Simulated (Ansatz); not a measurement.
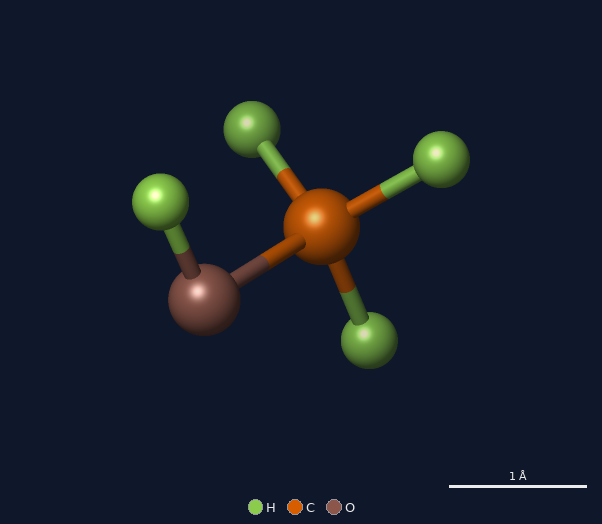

The computed structure is the end point of a PBE0-D4/def2-TZVP optimisation.

Describe the molecule.

It has 6 atoms: 1 carbon, 4 hydrogen and 1 oxygen (CH₄O). The point group is Cs. Coordination: 1 C tetrahedral; 1 O bent.

The parts below concern this one geometry. Atoms keep their numbers from picture to picture.

### Geometry

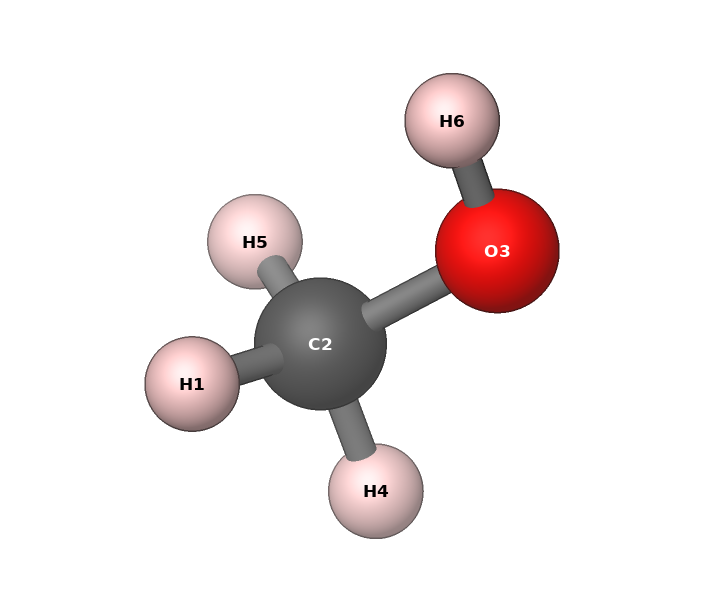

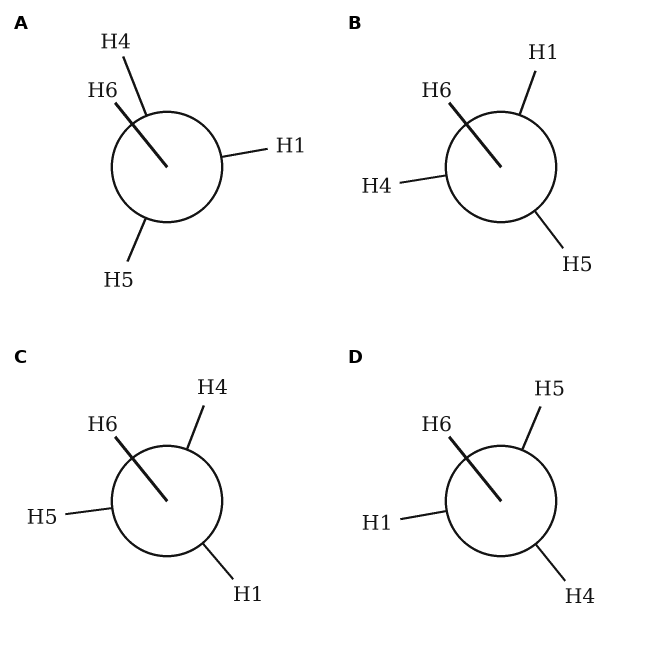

Depth is shown by fading: the farther an atom, the more it takes the colour of the background. Bonds that would overlap in a projection are set slightly apart.

Question: Which Newman projection shows the view along O3–C2, with O3 in front?

Answer: D. The torsion angle H6–O3–C2–H1 is −61°, synclinal (gauche).

### Dipole moment

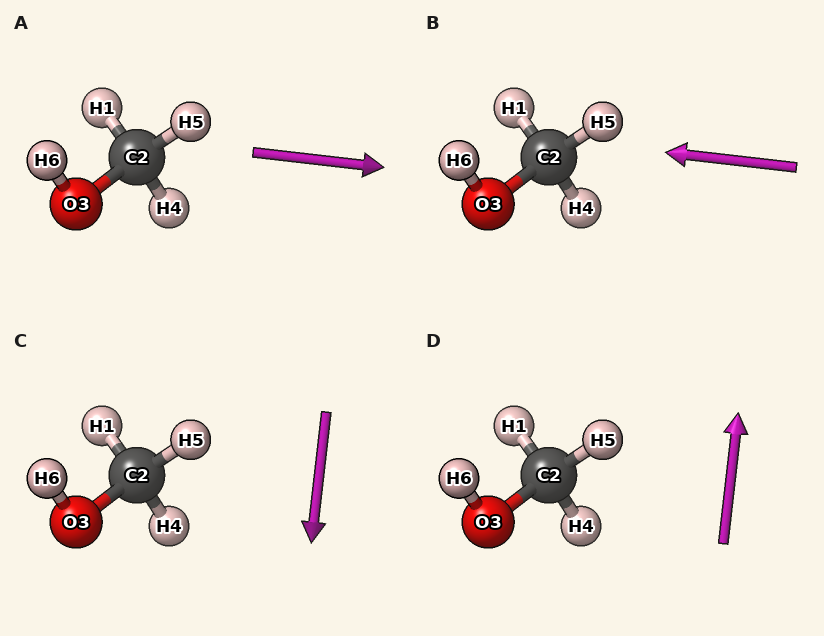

The same molecule four times, each with an arrow. Properties computed with RKS PBE0-D4/def2-TZVP (Ansatz 0.2.0).

Question: Which arrow points along the dipole moment, from the negative to the positive end?

Answer: D. The dipole moment is 1.67 D; it points from the side of O3, H4 to the side of H1, H5 (the outermost atoms at the two ends).

### Electronic properties

Level of theory: RKS PBE0-D4/def2-TZVPP (Ansatz 0.2.0).

Question: Estimate the HOMO–LUMO gap.

Answer: 8.99 eV.

Question: What is the HOMO energy (Kohn–Sham orbital)?

Answer: −7.89 eV.

### Thermal motion

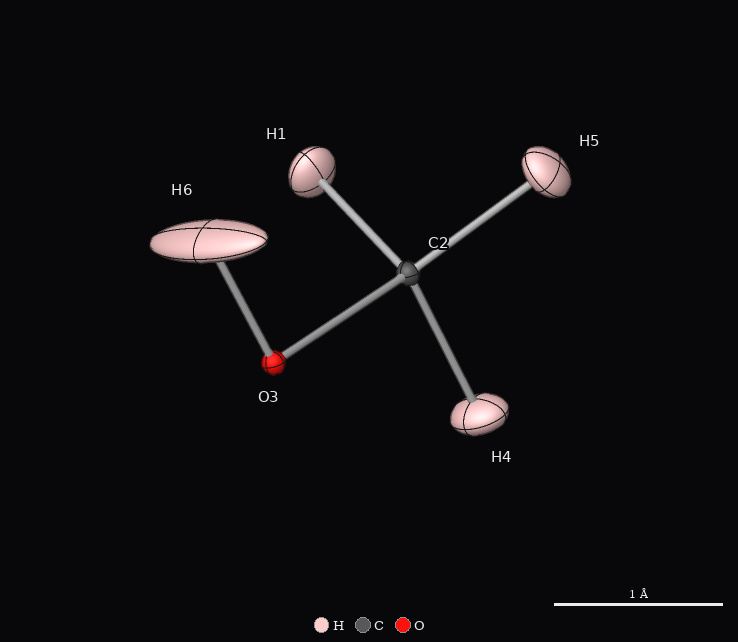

Displacement ellipsoids at the 50 % level, from the internal vibrations of the free molecule (harmonic, no overall translation or rotation; no half-axis is drawn under 0.075 Å). Vibrations computed with RKS PBE0-D4/def2-TZVP (Ansatz 0.2.0). Temperature: 400 K.

Question: Which atom moves most?

Answer: H6, with U_eq = 0.0323 Å².

Question: Does H6 move more along its bond or across it?

Answer: Across it: the root-mean-square amplitude is 0.064 Å along the bond and up to 0.283 Å across, since bending and torsion are softer than stretching.

List U_eq and the three principal root-mean-square amplitudes for each kind of atom.

| atom | U_eq (Å²) | rms amplitudes (Å) |
| --- | --- | --- |
| H1, H5 | 0.0100 | 0.072, 0.105, 0.117 |
| C2 | 0.00045 | 0.017, 0.017, 0.028 |
| O3 | 0.00035 | 0.009, 0.022, 0.022 |
| H4 | 0.0108 | 0.072, 0.108, 0.124 |
| H6 | 0.0323 | 0.064, 0.112, 0.283 |

### Charges

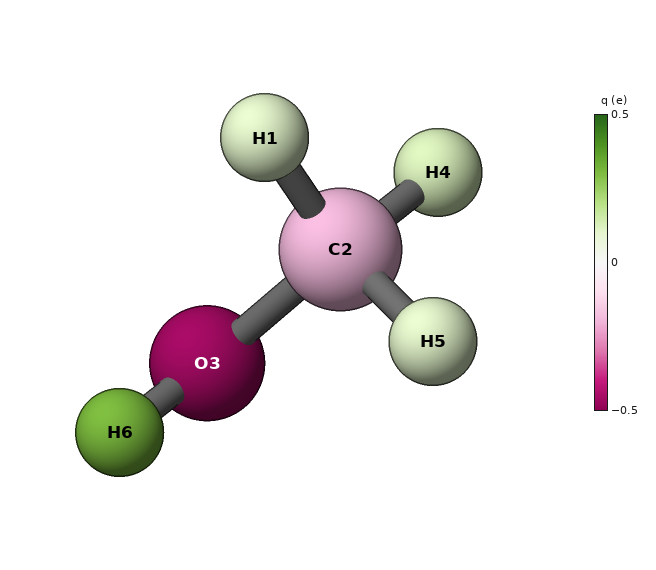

Atoms are coloured by their Mulliken charges. Method: RKS PBE0-D4/def2-TZVP (Ansatz 0.2.0).

List the Mulliken charges.

```
atom  value (e)
  H1       0.11
  C2      −0.19
  O3      −0.46
  H4       0.13
  H5       0.11
  H6       0.31
```

Mulliken values depend strongly on the basis set and can even reverse the polarity of a bond.
